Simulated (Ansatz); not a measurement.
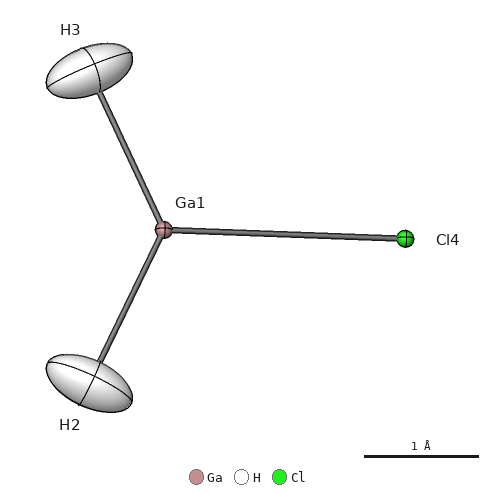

Displacement ellipsoids at the 50 % level, enlarged 1.5 times, from the internal vibrations of the free molecule (harmonic, no overall translation or rotation; no half-axis is drawn under 0.075 Å). Vibrations computed with RKS PBE0-D4/def2-TZVP (Ansatz 0.2.0). Temperature: 298 K.

Question: Which atom has the largest mean-square displacement?

Answer: H2, H3, with U_eq = 0.0177 Å².

Question: Does H2 move more along its bond or across it?

Answer: Across it: the root-mean-square amplitude is 0.091 Å along the bond and up to 0.175 Å across, since bending and torsion are softer than stretching.

List U_eq and the three principal root-mean-square amplitudes for each kind of atom.

```csv
atom,U_eq (Å²),rms amplitudes (Å)
Ga1,0.00010,"0.005, 0.005, 0.016"
"H2, H3",0.0177,"0.090, 0.119, 0.175"
Cl4,0.00034,"0.002, 0.006, 0.032"
```
